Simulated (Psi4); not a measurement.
**Predicting a hybrid from its neighbours: HOF (hypofluorous acid)**

HOF: 3 atoms, total charge 0, spin state singlet. As SMILES, `OF`. Geometry: relaxed at PBE0-D4/def2-TZVP.

The dipole moment y, in D, basis aug-cc-pVTZ; a is the functional's share of exact exchange. Programs: Psi4 1.11.

| functional | program | a | y (D) |
| --- | --- | --- | --- |
| revPBE | Psi4 | 0 | 1.80 |
| TPSS | Psi4 | 0 | 1.84 |
| B3LYP | Psi4 | 0.2 | 1.90 |
| PBE0 | Psi4 | 0.25 | ? |
| BHLYP | Psi4 | 0.5 | 1.99 |

**Question.** Fit y = c + s·a to the known rows and predict PBE0.

**Answer.** 
1. Means of the 4 rows: a = 0.1750, y = 1.883.
2. Σ(Δa)² = 0.1675, Σ(Δa·Δy) = 0.05725, so the slope is 0.05725/0.1675 = 0.34179.
3. Intercept: 1.883 − (0.34179) × 0.1750 = 1.823. The largest residual of the fit is 0.023.
4. PBE0: 1.823 + (0.34179) × 0.25 = 1.91 D.

The run gave 1.90 D, so the prediction is off by +0.01 D, within the largest residual. More exact exchange makes the molecule more polar here. The measured value is 2.23 D (NIST CCCBDB; in doubt: newer work gives another value).

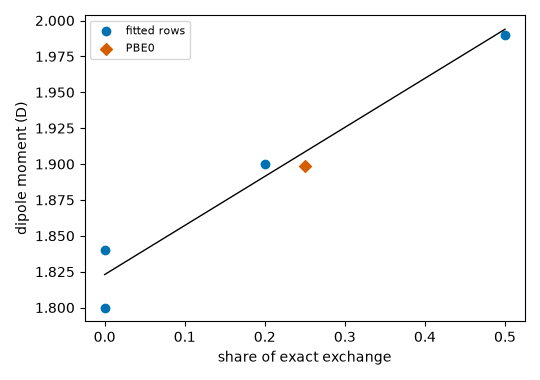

The fitted line, with the withheld row.
